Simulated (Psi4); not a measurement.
# doublet CH3BO+ at 3 levels

Wanted: a comparison of 3 runs (U-revPBE/def2-TZVP, UPBE/def2-TZVP, USVWN5/def2-TZVP) of doublet CH3BO+. 

Program for the calculation: Psi4 1.11.

3 further runs of the same task are left out: 2 that didn't finish, 1 set aside as unsound or not needed. Runs told in other sessions of the task aren't counted.

## 1. The structure to begin with

The species is CH3BO+ (6 atoms), meant as a doublet with charge +1. As SMILES of the parent species, `[BH3-]C#[O+]`. Geometry: relaxed at PBE0-D4/def2-TZVP. That shape belongs to the parent species and isn't relaxed for this state.

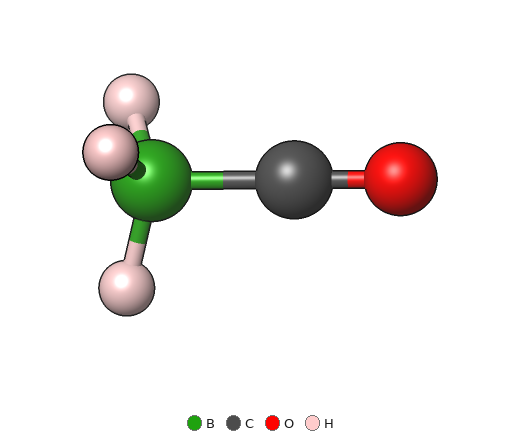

Viewed from a chosen angle; boron green, carbon dark grey, oxygen red, hydrogen pink.

## 2. A single-point energy at U-revPBE/def2-TZVP (run 1)

Input file input.dat:

```
memory 2200 mb

molecule {
  1 2
  B     -0.275160     0.419730    -0.199910
  C      0.494180    -0.755680     0.359250
  O      1.068320    -1.631140     0.776320
  H     -1.437140     0.121710    -0.050320
  H      0.069540     0.485120    -1.356800
  H      0.080260     1.360240     0.471460
  units angstrom
  symmetry c1
  no_reorient
  no_com
}

set globals {
  reference uks
  puream true
  e_convergence 1e-09
  d_convergence 1e-08
  scf_type pk
  dft_radial_points 99
  dft_spherical_points 590
  maxiter 100
}

energy_value, wavefunction = energy('revpbe/def2-TZVP', return_wfn=True)
```

The run is started by

```sh
psi4 input.dat output.dat -n 1
```

output.dat:

```text
[...]
  Running in c1 symmetry.
[...]
  Nuclear repulsion =   56.830250486033535
[...]
  Multiplicity = 2
[...]
  Nalpha       = 11
  Nbeta        = 10
[...]
    Number of basis functions: 111
[...]
   @UKS iter   1:  -139.41428301213818   -5.27080e-03   4.24371e-03 ADIIS/DIIS
[...]
   @UKS iter  25:  -139.54724687187564   -1.10845e-12   3.83418e-09 DIIS
[...]
   @S^2 Observed:                7.555640576E-01
[...]
    Orbital Energies [Eh]
    ---------------------
    Alpha Occupied:
       1A    -19.155209     2A    -10.308075     3A     -6.803160
       4A     -1.356852     5A     -0.887080     6A     -0.758217
       7A     -0.720061     8A     -0.709593     9A     -0.664676
      10A     -0.631348    11A     -0.596586
    Alpha Virtual:
      12A     -0.354320    13A     -0.343510    14A     -0.192840
      15A     -0.154410    16A     -0.124484    17A     -0.120927
      18A     -0.114003    19A     -0.105173    20A     -0.100100
      21A      0.003493    22A      0.007452    23A      0.013299
      24A      0.030077    25A      0.104589    26A      0.162346
[...]
  @UKS Final Energy:  -139.54724687187564
   => Energetics <=
    Nuclear Repulsion Energy =             56.8302504860335347
    One-Electron Energy =                -294.7384396306190411
    Two-Electron Energy =                 117.1171439026692127
    DFT Exchange-Correlation Energy =     -18.7562016299593672
    Empirical Dispersion Energy =           0.0000000000000000
    VV10 Nonlocal Energy =                  0.0000000000000000
    Total Energy =                       -139.5472468718756431
  UHF NO Occupations:
  HONO-2 :    9  A 1.9994062
  HONO-1 :   10  A 1.9983601
[...]
 Multipole Moments:
 ------------------------------------------------------------------------------------
     Multipole            Electronic (a.u.)      Nuclear  (a.u.)        Total (a.u.)
 ------------------------------------------------------------------------------------
 L = 1.  Multiply by 2.5417464519 to convert [e a0] to [Debye]
 Dipole X            :        -16.4952855           16.7212416            0.2259561
 Dipole Y            :         25.4052993          -25.5443351           -0.1390358
 Dipole Z            :        -11.9307546           12.1525453            0.2217907
 Magnitude           :                                                    0.3458009
[...]
```

Wall time 34 s (1 thread of Intel Xeon 6975P-C (Granite Rapids), shared host); peak memory 0.83 GiB.

## 3. A single-point energy at UPBE/def2-TZVP (run 2)

Input file job.json:

```json
{
  "schema_name": "qcschema_input",
  "schema_version": 1,
  "molecule": {
    "schema_name": "qcschema_molecule",
    "schema_version": 2,
    "symbols": ["B", "C", "O", "H", "H", "H"],
    "geometry": [-0.51997704, 0.79317475, -0.37777515, 0.93386486, -1.42802824, 0.67888411, 2.01883221, -3.08240787, 1.46703219, -2.715801, 0.22999857, -0.09509102, 0.13141155, 0.91674394, -2.56398041, 0.15166942, 2.57048106, 0.89093028],
    "molecular_charge": 1,
    "molecular_multiplicity": 2,
    "fix_symmetry": "c1"
  },
  "driver": "energy",
  "model": {
    "method": "pbe",
    "basis": "def2-TZVP"
  },
  "keywords": {
    "reference": "uks",
    "puream": true,
    "e_convergence": 1e-09,
    "d_convergence": 1e-08,
    "scf_type": "pk",
    "dft_radial_points": 99,
    "dft_spherical_points": 590,
    "maxiter": 100
  }
}
```

The run is started by

```sh
psi4 --qcschema job.json -n 1 --memory 2200MB
```

stdout:

```text
[...]
  Running in c1 symmetry.
[...]
  Nuclear repulsion =   56.830250529776492
[...]
  Multiplicity = 2
[...]
  Nalpha       = 11
  Nbeta        = 10
[...]
    Number of basis functions: 111
[...]
   @UKS iter   1:  -139.26887881041824    1.17467e-02   4.39016e-03 DIIS/ADIIS
[...]
   @UKS iter  29:  -139.40959634805887   -5.76961e-12   4.29816e-09 DIIS
[...]
   @S^2 Observed:                7.553675293E-01
[...]
    Orbital Energies [Eh]
    ---------------------
    Alpha Occupied:
       1A    -19.144429     2A    -10.299381     3A     -6.795340
       4A     -1.356363     5A     -0.887011     6A     -0.758905
       7A     -0.722201     8A     -0.711758     9A     -0.665846
      10A     -0.631900    11A     -0.597276
    Alpha Virtual:
      12A     -0.357081    13A     -0.346026    14A     -0.193103
      15A     -0.156429    16A     -0.126685    17A     -0.122148
      18A     -0.112312    19A     -0.103986    20A     -0.099811
      21A      0.004656    22A      0.006613    23A      0.011950
      24A      0.031639    25A      0.105323    26A      0.160890
[...]
  @UKS Final Energy:  -139.40959634805887
   => Energetics <=
    Nuclear Repulsion Energy =             56.8302505297764924
    One-Electron Energy =                -294.7451347087775275
    Two-Electron Energy =                 117.1109055485945021
    DFT Exchange-Correlation Energy =     -18.6056177176523256
    Empirical Dispersion Energy =           0.0000000000000000
    VV10 Nonlocal Energy =                  0.0000000000000000
    Total Energy =                       -139.4095963480588694
  UHF NO Occupations:
  HONO-2 :    9  A 1.9994093
  HONO-1 :   10  A 1.9984002
[...]
 Multipole Moments:
 ------------------------------------------------------------------------------------
     Multipole            Electronic (a.u.)      Nuclear  (a.u.)        Total (a.u.)
 ------------------------------------------------------------------------------------
 L = 1.  Multiply by 2.5417464519 to convert [e a0] to [Debye]
 Dipole X            :          0.9316288           -1.7680871           -0.8364583
 Dipole Y            :         -1.7193731            2.7021024            0.9827293
 Dipole Z            :          0.8186121           -1.2851222           -0.4665101
 Magnitude           :                                                    1.3722431
[...]
```

The result, in JSON:

```text
{
 "driver": "energy",
 "model": {
  "method": "pbe",
  "basis": "def2-TZVP"
 },
 "success": true,
 "return_result": -139.40959634805887,
 "properties": {
  "calcinfo_nbasis": 111,
  "calcinfo_nmo": 111,
  "calcinfo_nalpha": 11,
  "calcinfo_nbeta": 10,
  "calcinfo_natom": 6,
  "nuclear_repulsion_energy": 56.83025052977649,
  "return_energy": -139.40959634805887,
  "scf_one_electron_energy": -294.7451347087775,
  "scf_two_electron_energy": 117.1109055485945,
  "scf_xc_energy": -18.605617717652326,
  "scf_dipole_moment": [-0.8364583498005096, 0.9827293406476176, -0.4665101362818618],
  "scf_total_energy": -139.40959634805887,
  "scf_iterations": 29
 }
}
```

Run time: 38 s. Hardware: 1 thread of Intel Xeon 6975P-C (Granite Rapids), shared host; peak memory 0.83 GiB.

## 4. Energy and gradient at USVWN5/def2-TZVP (run 3)

Input file ch3bo.dat:

```
memory 2200 mb

molecule m {
  1 2
  B     -0.275160     0.419730    -0.199910
  C      0.494180    -0.755680     0.359250
  O      1.068320    -1.631140     0.776320
  H     -1.437140     0.121710    -0.050320
  H      0.069540     0.485120    -1.356800
  H      0.080260     1.360240     0.471460
  symmetry c1
  no_reorient
  no_com
}

set {
  basis                   def2-TZVP
  reference               uks
  puream                  true
  e_convergence           1e-09
  d_convergence           1e-06
  scf_type                pk
  dft_radial_points       99
  dft_spherical_points    590
  maxiter                 100
  soscf                   true
  soscf_start_convergence 0.001
}

gradient('scf', dft_functional={"name": "SVWN5", "x_functionals": {"LDA_X": {}}, "c_functionals": {"LDA_C_VWN": {}}})
```

The run is started by

```sh
psi4 -n 1 ch3bo.dat ch3bo.out
```

ch3bo.out, shortened:

```text
[...]
  Running in c1 symmetry.
[...]
  Nuclear repulsion =   56.830250486033535
[...]
  Multiplicity = 2
[...]
  Nalpha       = 11
  Nbeta        = 10
[...]
    Number of basis functions: 111
[...]
   @UKS iter   1:  -138.22805161614491    5.80379e-02   4.66598e-03 DIIS/ADIIS
[...]
   @UKS iter  55:  -138.38381943343535   -4.34000e-10   1.29096e-07 SOKS, nmicro=conv
[...]
   @S^2 Observed:                7.554587391E-01
[...]
  @UKS Final Energy:  -138.38381943343535
   => Energetics <=
    Nuclear Repulsion Energy =             56.8302504860335347
    One-Electron Energy =                -294.6580278497746122
    Two-Electron Energy =                 116.9441957347687548
    DFT Exchange-Correlation Energy =     -17.5002378044630440
    Empirical Dispersion Energy =           0.0000000000000000
    VV10 Nonlocal Energy =                  0.0000000000000000
    Total Energy =                       -138.3838194334353489
  UHF NO Occupations:
  HONO-2 :    9  A 1.9996000
  HONO-1 :   10  A 1.9978306
[...]
 Multipole Moments:
 ------------------------------------------------------------------------------------
     Multipole            Electronic (a.u.)      Nuclear  (a.u.)        Total (a.u.)
 ------------------------------------------------------------------------------------
 L = 1.  Multiply by 2.5417464519 to convert [e a0] to [Debye]
 Dipole X            :        -16.0440578           16.7212416            0.6771838
 Dipole Y            :         25.6326892          -25.5443351            0.0883541
 Dipole Z            :        -12.1989300           12.1525453           -0.0463847
 Magnitude           :                                                    0.6844968
[...]
  -Total Gradient:
     Atom            X                  Y                   Z
    ------   -----------------  -----------------  -----------------
       1        0.016145384854     0.055621505290    -0.026720939016
       2       -0.006760841422     0.021875284036    -0.010483617587
       3        0.004984111577    -0.008509656101     0.004071038334
       4        0.015694441309     0.000237229546    -0.000182941391
       5       -0.014971647177    -0.031037949954     0.024134985020
       6       -0.015091361636    -0.038186603246     0.009181547763
[...]
```

Wall time 6.6 min (1 thread of Intel Xeon 6975P-C (Granite Rapids), shared host); peak memory 0.74 GiB.

## 5. The series

```csv
run,level,task,density convergence threshold,energy (Eh),HOMO energy (eV),LUMO energy (eV),⟨S²⟩,wall time
1,U-revPBE/def2-TZVP,energy,1e-08,-139.547247,-15.81,-15.66,0.756,34 s
2,UPBE/def2-TZVP,energy,1e-08,-139.409596,-15.82,-15.71,0.755,38 s
3,USVWN5/def2-TZVP,gradient,1e-06,-138.383819,-15.95,-15.84,0.755,6.6 min
```

## 6. Outcome

```
                                 quantity          value
                      run 3: total energy  -138.38382 Eh
run 3: HOMO energy (highest over α and β)      -15.95 eV
 run 3: LUMO energy (lowest over α and β)      -15.84 eV
                              run 3: ⟨S²⟩          0.755
          run 3: largest force on an atom     3.280 eV/Å
```

Totals of different functionals can't be ranked against each other. All runs together took 7.8 min, the longest 6.6 min.
